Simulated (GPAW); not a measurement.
SiO2 (P4_2/mnm): refractive index against wavelength

The refractive index of SiO2 (P4_2/mnm) along x below the direct gap (5.61 eV on the mesh) is read from one computed spectrum, n = √(Re ε). x, y and z are the Cartesian axes of the input cell.

The structure is tetragonal, space group P4_2/mnm (No. 136). Conventional cell: a = 4.177 Å, b = 4.177 Å, c = 2.665 Å, α = 90.00°, β = 90.00°, γ = 90.00°. Si on site a has 6 O at 1.76 to 1.81 Å as nearest neighbours. O on site f is surrounded by 3 Si at 1.76 to 1.81 Å.

Method: GPAW 26.7.0, LDA, RPA, k-mesh 7×7×11, local fields up to 50 eV, Lorentzian half width 0.15 eV.

Launch of the response step: `OMP_NUM_THREADS=1 python df.py`. The run took 2.2 min, its band step included, on 1 thread of Arm Neoverse V1, on a shared host.

| wavelength (nm) | photon energy E (eV) | n |
| --- | --- | --- |
| 700 | 1.771 | 1.8203 |
| 633 | 1.959 | 1.8230 |
| 532 | 2.331 | ? |
| 450 | 2.755 | 1.8381 |
| 405 | 3.061 | 1.8455 |
| 365 | 3.397 | 1.8549 |
| 308 | 4.025 | 1.8766 |

In the single-oscillator model n² − 1 = E₀E_d/(E₀² − E²), so 1/(n² − 1) = E₀/E_d − E²/(E₀E_d) is linear in E².

Working, on the rows shown:

| x = E² (eV²) | y = 1/(n² − 1) |
| --- | --- |
| 3.13716 | 0.432247 |
| 3.83641 | 0.430417 |
| 7.59115 | 0.420413 |
| 9.37179 | 0.41565 |
| 11.5384 | 0.409726 |
| 16.2043 | 0.396569 |

Means: x̄ = 8.6132, ȳ = 0.4175. Σ(x − x̄)(y − ȳ) = -0.3285, Σ(x − x̄)² = 120.6. Slope = -0.3285 / 120.6 = -0.002723; intercept = ȳ − slope · x̄ = 0.44096. Turned back into n, the line misses the rows shown by at most 0.00044.

Question: What does the fit predict for the withheld row, and how well does it do?

Answer: At x = 5.4314 the line gives y = 0.42617, that is 1.8293. The run gave 1.8293, so the interpolation holds to the digits printed.

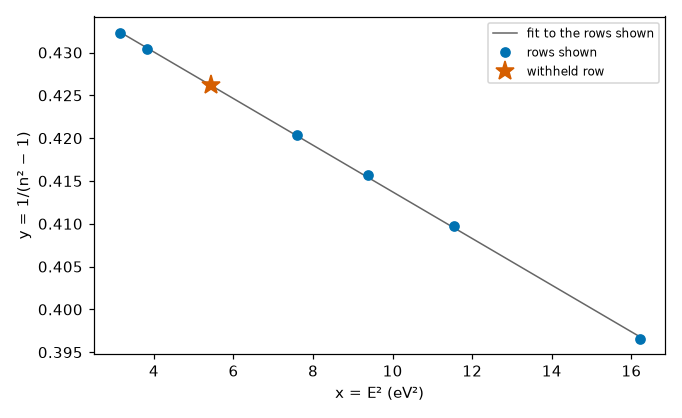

Refitted with all rows, the slope is -0.002724 and the intercept 0.44097. These give E₀ = √(intercept/−slope) = 12.72 eV and E_d = E₀/intercept = 28.9 eV; E₀ is 2.3 times the direct gap. The electronic limit at long wavelengths, without lattice vibrations, is n = √(1 + 1/intercept) = 1.808. Excitons are left out; LDA gaps are as a rule too small. The values come from a sum over the points of one k-mesh and carry its error, which grows as the direct gap shrinks. This version of GPAW has incomplete matrix elements in the optical limit, which can lower ε − 1 by up to a tenth where first-row anions or d states rule.
